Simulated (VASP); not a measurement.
# Ga with and without spin-orbit coupling, part 2 of 4

What does spin-orbit coupling change in Ga, and what does it cost? All runs use PBE. Left out of this account: 1 further run (fields: a reference on another mesh). The start is a cell from a database of measured crystal structures.

VASP 6.6.1, plane waves and PAW; the level of theory is named at each step.

Still holding for the runs below: The k-mesh is coarse for a metal.

So far. Step 2 (Bands along the symmetry lines (PBE)): There is no gap at this level.

**3. Bands along the symmetry lines (PBE + SOC)**

This step: PBE, spin-orbit coupling; plane waves and PAW (Ga_d) (VASP 6.6.1).

Levels along the symmetry lines show where the bands peak and cross; KPOINTS_OPT computes them in the converged potential. Spin-orbit coupling needs spinors and the noncollinear program, where each band holds one electron.

Input file INCAR:

```
SYSTEM = Ga
PREC = Accurate
ENCUT = 400
EDIFF = 1E-06
NELM = 100
ISMEAR = -1
SIGMA = 0.05
LREAL = .FALSE.
ALGO = Normal
GGA = PE
LNONCOLLINEAR = .TRUE.
MAGMOM = 0 0 0 0 0 0 0 0 0 0 0 0
NBANDS = 64
GGA_COMPAT = .FALSE.
LASPH = .TRUE.
LSORBIT = .TRUE.
LORBIT = 11
LWAVE = .FALSE.
LCHARG = .FALSE.
KPAR = 4
```

Input file POSCAR:

```
Ga
1.0
    2.2553500000     -3.8224000000      0.0000000000
    2.2553500000      3.8224000000      0.0000000000
    0.0000000000      0.0000000000      4.5167000000
Ga
4
Direct
    0.8475000000      0.1525000000      0.9215000000
    0.3475000000      0.6525000000      0.5785000000
    0.1525000000      0.8475000000      0.0785000000
    0.6525000000      0.3475000000      0.4215000000
```

Input file KPOINTS:

```
Automatic mesh
0
Gamma
7 7 6
0 0 0
```

Input file KPOINTS_OPT:

```
Line mode
16
Line-mode
Reciprocal
  0.00000000   0.00000000   0.00000000 GAMMA
  0.33703534   0.33703534   0.00000000 X

  0.33703534   0.33703534   0.00000000 X
  0.00000000   0.50000000   0.00000000 S

  0.00000000   0.50000000   0.00000000 S
  0.00000000   0.50000000   0.50000000 R

  0.00000000   0.50000000   0.50000000 R
  0.33703534   0.33703534   0.50000000 A

  0.33703534   0.33703534   0.50000000 A
  0.00000000   0.00000000   0.50000000 Z

  0.00000000   0.00000000   0.50000000 Z
  0.00000000   0.00000000   0.00000000 GAMMA

  0.00000000   0.00000000   0.00000000 GAMMA
 -0.50000000   0.50000000   0.00000000 Y

 -0.50000000   0.50000000   0.00000000 Y
 -0.33703534   0.66296466   0.00000000 X1

 -0.33703534   0.66296466   0.00000000 X1
 -0.33703534   0.66296466   0.50000000 A1

 -0.33703534   0.66296466   0.50000000 A1
 -0.50000000   0.50000000   0.50000000 T

 -0.50000000   0.50000000   0.50000000 T
 -0.50000000   0.50000000   0.00000000 Y

  0.00000000   0.00000000   0.50000000 Z
 -0.50000000   0.50000000   0.50000000 T
```

The projector-augmented-wave data sets are Ga_d (PBE family, release 64).

The run is started by

```console
$ mpirun -np 4 vasp_ncl
```

The program printed:

```text
[... set-up lines as in an earlier step ...]
 entering main loop
       N       E                     dE             d eps       ncg     rms          rms(c)
DAV:   1     0.445029003687E+03    0.44503E+03   -0.20615E+04  8512   0.267E+03
DAV:   2     0.617307925249E+02   -0.38330E+03   -0.37275E+03  8232   0.642E+02
DAV:   3    -0.778160488652E+01   -0.69512E+02   -0.67537E+02  9456   0.190E+02
DAV:   4    -0.115651173877E+02   -0.37835E+01   -0.37231E+01  9312   0.480E+01
DAV:   5    -0.116824952102E+02   -0.11738E+00   -0.11719E+00  9664   0.943E+00    0.256E+00
DAV:   6    -0.116056804643E+02    0.76815E-01   -0.25654E-01  9816   0.663E+00    0.140E+00
DAV:   7    -0.115902663257E+02    0.15414E-01   -0.58792E-02 10256   0.254E+00    0.328E-01
DAV:   8    -0.115898068573E+02    0.45947E-03   -0.19184E-02  8824   0.152E+00    0.593E-02
DAV:   9    -0.115899852870E+02   -0.17843E-03   -0.20087E-03  9152   0.512E-01    0.454E-02
DAV:  10    -0.115899990104E+02   -0.13723E-04   -0.37496E-04  8896   0.200E-01    0.135E-02
DAV:  11    -0.115900075106E+02   -0.85002E-05   -0.59667E-05 12368   0.585E-02    0.682E-03
DAV:  12    -0.115900086730E+02   -0.11624E-05   -0.79447E-06  7600   0.174E-02    0.304E-03
DAV:  13    -0.115900084000E+02    0.27300E-06   -0.13871E-06  6576   0.131E-02
   1 F= -.11590008E+02 E0= -.11585943E+02  d E =-.813119E-02  mag=    -0.0000     0.0000    -0.0000
 Start KPOINTS_OPT (optional k-point list driver)
k-point batch [1-64\192]
       N       E                     dE             ncg
DAV:   1     0.466152878697E+04   -0.66909E+05     8504
DAV:   2    -0.200561033165E+05   -0.24718E+05     8200
DAV:   3    -0.245478180169E+05   -0.44917E+04     9536
DAV:   4    -0.247823417362E+05   -0.23452E+03     9096
DAV:   5    -0.247901422591E+05   -0.78005E+01     9968
DAV:   6    -0.247904548368E+05   -0.31258E+00    11424
DAV:   7    -0.247904601320E+05   -0.52952E-02    10776
DAV:   8    -0.247904602911E+05   -0.15909E-03    11320
DAV:   9    -0.247904602929E+05   -0.18004E-05     5680
DAV:  10    -0.247904602932E+05   -0.37621E-06     5152
[...]
k-point batch [129-192\192]
       N       E                     dE             ncg
DAV:   1     0.448907557663E+04   -0.79604E+05     8544
DAV:   2    -0.202370763774E+05   -0.24726E+05     8232
DAV:   3    -0.246365385277E+05   -0.43995E+04     9480
DAV:   4    -0.248635451881E+05   -0.22701E+03     9272
DAV:   5    -0.248708862522E+05   -0.73411E+01    10032
DAV:   6    -0.248711742397E+05   -0.28799E+00    11504
DAV:   7    -0.248711792598E+05   -0.50201E-02    10872
DAV:   8    -0.248711794220E+05   -0.16222E-03    11368
DAV:   9    -0.248711794238E+05   -0.17944E-05     5696
DAV:  10    -0.248711794242E+05   -0.37357E-06     5280
```

The job ended after 6.6 min (4 MPI ranks of AMD EPYC 7R43, shared host; peak memory 2.5 GiB).

From OUTCAR (step 3):

```text
 Found     64 irreducible k-points:

   k-points           NKPTS =     64   k-points in BZ     NKDIM =     64   number of bands    NBANDS=     64

   NELECT =      52.0000    total number of electrons

 E-fermi :   5.1835

 k-point     1 :       0.0000    0.0000    0.0000
  band No.  band energies     occupation
    ...
     48       3.4223      1.00000
     49       3.5177      1.00000
     50       3.5177      1.00000
     51       4.2128      1.00000
     52       4.2128      1.00000
     53       6.0154      0.00000
     54       6.0154      0.00000
     55       6.0314      0.00000
     56       6.0314      0.00000
     57       6.0830      0.00000
    ...

 k-point     2 :       0.1429    0.0000    0.0000
  band No.  band energies     occupation
    ...
     48       1.5585      1.00000
     49       3.7245      1.00000
     50       3.7245      1.00000
     51       4.6262      0.99999
     52       4.6262      0.99999
     53       5.5948      0.00027
     54       5.5948      0.00027
     55       6.8941      0.00000
     56       6.8941      0.00000
     57       8.0649      0.00000
    ...

  Total        0.2460853      1.8891563      0.7420282      0.0000000     -0.0000000      0.0000000
  in kB        5.0628482     38.8666539     15.2661551      0.0000000     -0.0000000      0.0000000
  external PRESSURE =      19.7318857 kB  Pullay stress =       0.0000000 kB

 POSITION                                       TOTAL-FORCE (eV/Angst)
 -----------------------------------------------------------------------------------
      2.25535     -2.65657      4.16214         0.000000      0.419304     -0.117576
      2.25535      1.16583      2.61291         0.000000      0.419304      0.117576
      2.25535      2.65657      0.35456         0.000000     -0.419304      0.117576
      2.25535     -1.16583      1.90379         0.000000     -0.419304     -0.117576
 -----------------------------------------------------------------------------------
    total drift:                               -0.000000     -0.000000      0.000000

  FREE ENERGIE OF THE ION-ELECTRON SYSTEM (eV)
  ---------------------------------------------------
  free  energy   TOTEN  =       -11.5900084000 eV

  energy  without entropy=      -11.5818772107  energy(sigma->0) =      -11.58594281

 Spin-Orbit-Coupling matrix elements
 Ion:    1  E_soc:     -0.0118995
 Ion:    2  E_soc:     -0.0118995
 Ion:    3  E_soc:     -0.0118995
 Ion:    4  E_soc:     -0.0118995

 total charge
# of ion       s       p       d       tot
------------------------------------------
    1        0.955   0.717   9.957  11.629
    2        0.955   0.717   9.957  11.629
    3        0.955   0.717   9.957  11.629
    4        0.955   0.717   9.957  11.629
--------------------------------------------------
tot          3.822   2.868  39.827  46.517

 magnetization (x)
# of ion       s       p       d       tot
------------------------------------------
    1        0.000   0.000  -0.000   0.000
    2       -0.000  -0.000   0.000  -0.000
    3        0.000   0.000  -0.000   0.000
    4       -0.000  -0.000   0.000  -0.000
--------------------------------------------------
tot          0.000   0.000   0.000   0.000

 magnetization (y)
# of ion       s       p       d       tot
------------------------------------------
    1        0.000   0.000   0.000   0.000
    2        0.000   0.000   0.000   0.000
    3        0.000   0.000   0.000   0.000
    4        0.000   0.000   0.000   0.000
--------------------------------------------------
tot          0.000   0.000   0.000   0.000

 magnetization (z)
# of ion       s       p       d       tot
------------------------------------------
    1        0.000   0.000   0.000   0.000
    2        0.000   0.000   0.000   0.000
    3        0.000   0.000   0.000   0.000
    4        0.000   0.000   0.000   0.000
--------------------------------------------------
tot          0.000   0.000   0.000   0.000

[... 8 parts as in an earlier step ...]

[... 5 further parts left out ...]
```

LASPH is switched on together with spin-orbit coupling, so the change from the scalar run holds both.

This step gave:

```
bands                   : 64
free energy (TOTEN)     : -11.59 eV
energy at zero smearing : -11.59 eV
Fermi energy            : 5.184 eV
pressure                : 1.973 GPa
```

On-site spin-orbit energy by atom:

```
atom  on-site spin-orbit energy (eV)
 Ga1                         -0.0119
 Ga2                         -0.0119
 Ga3                         -0.0119
 Ga4                         -0.0119
```

Electronic bands along the path, in eV, zero at the Fermi level; # counts the bands kept, so #1 is VASP's band 41:

| point | #9 | #10 | #11 | #12 | #13 | #14 | #15 | #16 |
| --- | --- | --- | --- | --- | --- | --- | --- | --- |
| Γ | -1.67 | -1.67 | -0.97 | -0.97 | 0.83 | 0.83 | 0.85 | 0.85 |
| X | -1.04 | -1.04 | -0.44 | -0.44 | -0.16 | -0.16 | 0.94 | 0.94 |
| S | -1.36 | -1.36 | -1.36 | -1.36 | 0.67 | 0.67 | 0.67 | 0.67 |
| R | -1.68 | -1.68 | -1.67 | -1.67 | 0.36 | 0.36 | 0.38 | 0.38 |
| A | -3.77 | -3.77 | -3.76 | -3.76 | 4.02 | 4.02 | 4.06 | 4.06 |
| Z | -0.12 | -0.12 | -0.12 | -0.12 | 0.05 | 0.05 | 0.05 | 0.05 |
| Γ | -1.67 | -1.67 | -0.97 | -0.97 | 0.83 | 0.83 | 0.85 | 0.85 |
| Y | -1.73 | -1.73 | -1.51 | -1.51 | 0.96 | 0.96 | 1.02 | 1.02 |
| X1 | -1.04 | -1.04 | -0.44 | -0.44 | -0.16 | -0.16 | 0.94 | 0.94 |
| A1 | -3.77 | -3.77 | -3.76 | -3.76 | 4.02 | 4.02 | 4.06 | 4.06 |
| T | -1.32 | -1.32 | -1.32 | -1.32 | -0.96 | -0.96 | -0.96 | -0.96 |
| Y | -1.73 | -1.73 | -1.51 | -1.51 | 0.96 | 0.96 | 1.02 | 1.02 |
| jump to Z | -0.12 | -0.12 | -0.12 | -0.12 | 0.05 | 0.05 | 0.05 | 0.05 |
| T | -1.32 | -1.32 | -1.32 | -1.32 | -0.96 | -0.96 | -0.96 | -0.96 |

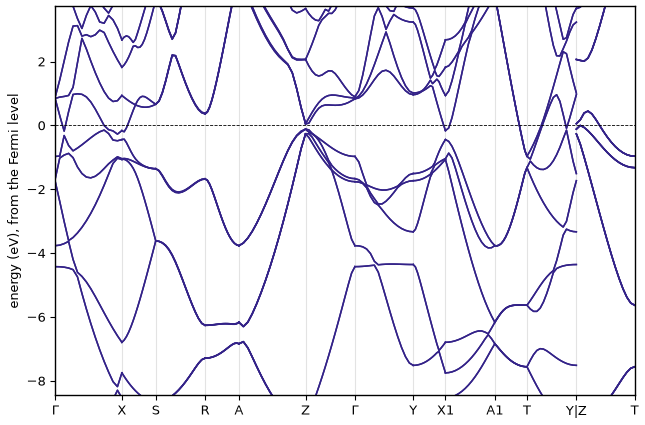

Electronic bands along the path.

Force by atom:

```csv
atom,x (eV/Å),y (eV/Å),z (eV/Å),size
Ga1,0.000,0.419,-0.118,0.435
Ga2,0.000,0.419,0.118,0.435
Ga3,0.000,-0.419,0.118,0.435
Ga4,0.000,-0.419,-0.118,0.435
```

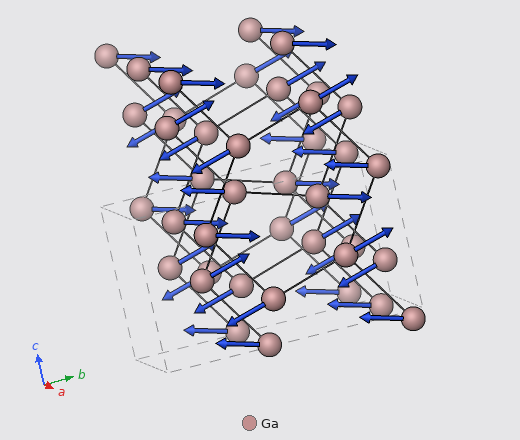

Force as arrows, the longest 0.435 eV/Å. 2×1×2 conventional cells are drawn. Some periodic images of atoms are drawn too.

There is no gap at this level. Without the coupling there was no gap either. The run took 3.9 times the core time, with 64 spinor bands against 40.

**4. Density of states (PBE)**

This step: PBE; plane waves and PAW (Ga_d) (VASP 6.6.1).

Here the states are counted by energy and projected on the atoms.

Input file INCAR:

```
SYSTEM = Ga
PREC = Accurate
ENCUT = 400
EDIFF = 1E-06
NELM = 100
ISMEAR = -5
SIGMA = 0.05
LREAL = .FALSE.
ALGO = Normal
GGA = PE
NBANDS = 40
LORBIT = 11
LWAVE = .FALSE.
LCHARG = .FALSE.
KPAR = 4
NEDOS = 2001
```

POSCAR is that of step 3.

KPOINTS is that of step 3.

The run is started by

```console
$ mpirun -np 4 vasp_std
```

The program printed:

```text
[... set-up lines as in an earlier step ...]
 entering main loop
       N       E                     dE             d eps       ncg     rms          rms(c)
DAV:   1     0.372958093660E+03    0.37296E+03   -0.20453E+04  5760   0.213E+03
DAV:   2     0.406728812542E+02   -0.33229E+03   -0.31576E+03  5160   0.491E+02
DAV:   3    -0.100302696650E+02   -0.50703E+02   -0.50128E+02  5800   0.135E+02
DAV:   4    -0.116266851850E+02   -0.15964E+01   -0.15941E+01  5992   0.279E+01
DAV:   5    -0.116582467864E+02   -0.31562E-01   -0.31594E-01  6360   0.403E+00    0.255E+00
DAV:   6    -0.115757416885E+02    0.82505E-01   -0.16658E-01  6920   0.504E+00    0.140E+00
DAV:   7    -0.115594489600E+02    0.16293E-01   -0.50204E-02  7800   0.221E+00    0.308E-01
DAV:   8    -0.115584075404E+02    0.10414E-02   -0.12777E-02  5656   0.105E+00    0.480E-02
DAV:   9    -0.115585391724E+02   -0.13163E-03   -0.11240E-03  5936   0.293E-01    0.253E-02
DAV:  10    -0.115585338223E+02    0.53501E-05   -0.17626E-04  5936   0.125E-01    0.680E-03
DAV:  11    -0.115585336569E+02    0.16540E-06   -0.28323E-05  5904   0.492E-02    0.448E-03
DAV:  12    -0.115585317325E+02    0.19245E-05   -0.10022E-05  5904   0.338E-02    0.908E-04
DAV:  13    -0.115585313964E+02    0.33602E-06   -0.92364E-07  3944   0.880E-03
   1 F= -.11558531E+02 E0= -.11558531E+02  d E =0.000000E+00
 -----------------------------------------------------------------------------
|                                                                             |
|           W    W    AA    RRRRR   N    N  II  N    N   GGGG   !!!           |
|           W    W   A  A   R    R  NN   N  II  NN   N  G    G  !!!           |
|           W    W  A    A  R    R  N N  N  II  N N  N  G       !!!           |
|           W WW W  AAAAAA  RRRRR   N  N N  II  N  N N  G  GGG   !            |
|           WW  WW  A    A  R   R   N   NN  II  N   NN  G    G                |
|           W    W  A    A  R    R  N    N  II  N    N   GGGG   !!!           |
|                                                                             |
|     Tetrahedron method does not include variations of the Fermi             |
|     occupations, so forces and stress will be inaccurate. We suggest        |
|     using a different smearing scheme ISMEAR = 1 or 2 for metals in         |
|     relaxations.                                                            |
|                                                                             |
 -----------------------------------------------------------------------------
```

Wall time 32 s (4 MPI ranks); peak memory 0.79 GiB.

OUTCAR, selected parts (step 4):

```text
 Found     64 irreducible k-points:

   NELECT =      52.0000    total number of electrons

 E-fermi :   5.1015

 k-point     1 :       0.0000    0.0000    0.0000
  band No.  band energies     occupation
    ...
     22       0.7631      2.00000
     23       1.4186      2.00000
     24       3.4243      2.00000
     25       3.5222      2.00000
     26       4.2185      2.00000
     27       6.0168      0.00000
     28       6.0491      0.00000
     29       6.0627      0.00000
     30      10.2287      0.00000
     31      10.5571      0.00000
    ...

 k-point     2 :       0.1429    0.0000    0.0000
  band No.  band energies     occupation
    ...
     22       0.5922      2.00000
     23       1.5370      2.00000
     24       1.5528      2.00000
     25       3.7295      2.00000
     26       4.6268      2.00679
     27       5.5972      0.00000
     28       6.8958      0.00000
     29       8.0666      0.00000
     30       9.1415      0.00000
     31       9.3096      0.00000
    ...

  Total        0.1368160      2.0424926      0.9063746      0.0000000     -0.0000000      0.0000000
  in kB        2.8147911     42.0213260     18.6473433      0.0000000     -0.0000000      0.0000000
  external PRESSURE =      21.1611535 kB  Pullay stress =       0.0000000 kB

 POSITION                                       TOTAL-FORCE (eV/Angst)
 -----------------------------------------------------------------------------------
      2.25535     -2.65657      4.16214         0.000000      0.434394     -0.118738
      2.25535      1.16583      2.61291         0.000000      0.434394      0.118738
      2.25535      2.65657      0.35456         0.000000     -0.434394      0.118738
      2.25535     -1.16583      1.90379         0.000000     -0.434394     -0.118738
 -----------------------------------------------------------------------------------
    total drift:                               -0.000000     -0.000000      0.000000

  FREE ENERGIE OF THE ION-ELECTRON SYSTEM (eV)
  ---------------------------------------------------
  free  energy   TOTEN  =       -11.5585313964 eV

  energy  without entropy=      -11.5585313964  energy(sigma->0) =      -11.55853140

 total charge
# of ion       s       p       d       tot
------------------------------------------
    1        0.957   0.716   9.957  11.630
    2        0.957   0.716   9.957  11.630
    3        0.957   0.716   9.957  11.630
    4        0.957   0.716   9.957  11.630
--------------------------------------------------
tot          3.828   2.866  39.827  46.520

[... 9 parts as in an earlier step ...]

[... 5 further parts left out ...]
```

At this level the cell is under a pressure of 2.1 GPa, so at these settings it is away from equilibrium. With tetrahedra the forces and stress of a metal are not exact derivatives of the energy.

Numbers from this step:

```yaml
bands: 40
free_energy_toten: -11.56 eV
fermi_energy: 5.101 eV
pressure: 2.116 GPa
dos_at_the_fermi_level: 0.3478 states/eV/cell
```

The density of states has structure finer than the step of the table below, so its rows give means over 1 eV, whole bins alone (the curve runs from -12.0 to 4.18 eV). Peaks (eV: height): total -1.6: 2.42, 1.1: 2.67, 3.0: 2.26, 3.9: 1.96; Ga p -1.6: 1.03, 1.1: 0.816, 3.0: 0.805, 3.9: 0.756; Ga s -8.7: 0.466, -7.0: 0.678, -5.4: 0.614, 1.1: 0.571; Ga d -1.6: 0.0764, 1.1: 0.179, 3.0: 0.185, 4.0: 0.182.

States under -12.0 eV and over 4.2 eV are left out. Density of states against energy, zero at the Fermi level; means over each step; values in states/eV/cell:

```
energy (eV)  total     Ga p    Ga s     Ga d
        -11  0.118  0.00173  0.0627   2.2e-4
        -10  0.545   0.0199   0.280  0.00389
         -9  0.874   0.0548   0.434   0.0117
         -8  0.873   0.0722   0.427   0.0169
         -7   1.15    0.114   0.556   0.0259
         -6  0.939    0.131   0.421   0.0221
         -5   1.30    0.220   0.548   0.0337
         -4  0.952    0.203   0.357   0.0282
         -3   1.31    0.387   0.323   0.0375
         -2   1.79    0.710   0.197   0.0539
         -1   1.71    0.750   0.131   0.0629
          0  0.641    0.257  0.0766   0.0324
          1   2.01    0.647   0.397    0.133
          2   1.62    0.540   0.273    0.121
          3   1.87    0.671   0.277    0.150
```

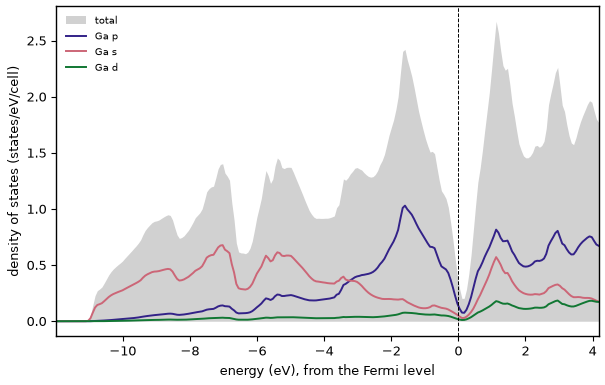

Density of states, plotted against energy.

Force by atom:

```
atom  x (eV/Å)  y (eV/Å)  z (eV/Å)   size
 Ga1     0.000     0.434    -0.119  0.450
 Ga2     0.000     0.434     0.119  0.450
 Ga3     0.000    -0.434     0.119  0.450
 Ga4     0.000    -0.434    -0.119  0.450
```

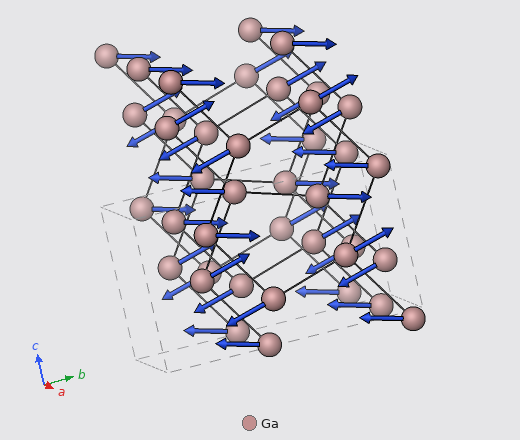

Force as arrows, the longest 0.450 eV/Å. 2×1×2 conventional cells are drawn. Some periodic images of atoms are drawn too.

Of the states within 0.3 eV of the Fermi level, the largest shares in the PAW spheres are Ga p 40 % and Ga s 12 %. The rest lies in smaller channels or between the spheres.

(Part 2 of 4 ends here.)

[Lines on the potential files, build, host, timing and source positions are cut from VASP's logs without a mark.]

[Logs are printed without paths, hosts, clocks, repeated set-up lines and the standing remarks that a program may print on its own settings, such as how far it seeks lower states.]

[Hosts, paths, dates, database ids (printed as entryN), source tags and the programs' standing remarks are cut or masked in the printed files.]

[A measured line is paired with the nearest computed mode of its activity, which favours agreement.]
